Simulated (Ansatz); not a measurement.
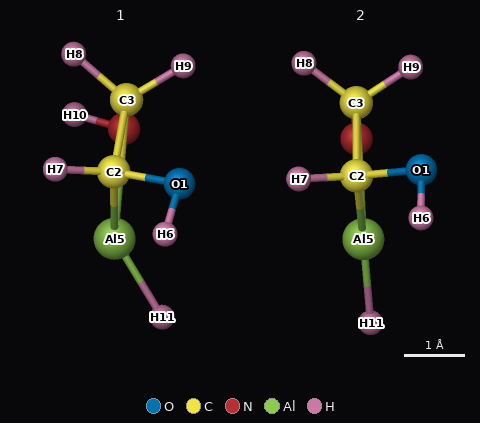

Two geometries of C$_{2}$H$_{6}$AlNO (coarse preliminary run), drawn at one scale. One is the start of a relaxation, the other its converged end. The picture is a ball-and-stick view, seen from a free direction.

All numbers below come from Ansatz 0.2.0, RKS PBE-D4/def2-SVP. Settings: force threshold 0.03 eV/Å; at most 200 steps.

**Which of the two is the end point?**

Structure 2 is the relaxed one. The start comes from a force field. Over 8 accepted moves (11 points after the start) the energy falls by 1.415 eV. Largest force component: 4.5 eV/Å at the start, 0.022 eV/Å at the end. The line search rejected the trial steps at points 6, 8, 10 of the run. An H atom moves most after the best rigid fit: 0.75 Å. Largest moves by element: H 0.75 Å, O 0.34 Å, N 0.22 Å, C 0.18 Å, Al 0.15 Å. Among the contacts that change: Al–N 1.963 → 1.789 Å, H–O 1.064 → 0.973 Å, C–O 1.364 → 1.428 Å, C–H 1.178 → 1.117 Å. Bond angles that change, for instance: Al–N–H 107.9° → 147.0°, C–Al–H 144.5° → 169.9°, C–Al–H 130.3° → 150.2°. Cost: 10 s on 4 threads of Intel Xeon Platinum 8488C (shared host).
